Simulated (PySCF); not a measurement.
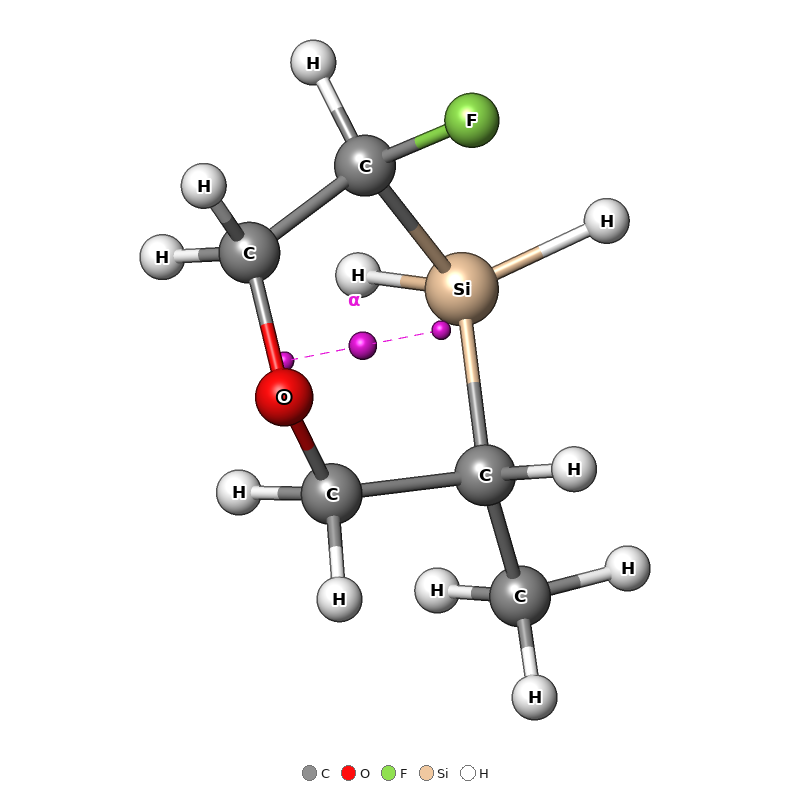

The small points mark where nucleus-independent chemical shifts (NICS) were computed: at the centre of each lettered ring and 1 Å above and below it. Geometry: a frame of a GFN2-xTB molecular-dynamics simulation, not a minimum. Properties computed with GIAO PBE0/pcSseg-1 NMR shielding, non-relativistic, gas phase (PySCF 2.14.0).

Give NICS(0), NICS(1) and the out-of-plane component NICS(1)zz for each ring (means of the two sides).

```csv
ring,members,NICS(0),NICS(1),NICS(1)zz
α,C4OSi,−1.9,−1.7,2.5
```

Values in ppm.

Question. What do the values say about the ring currents?

Answer. Ring α: weak, as in a non-aromatic ring. NICS is one index among several.
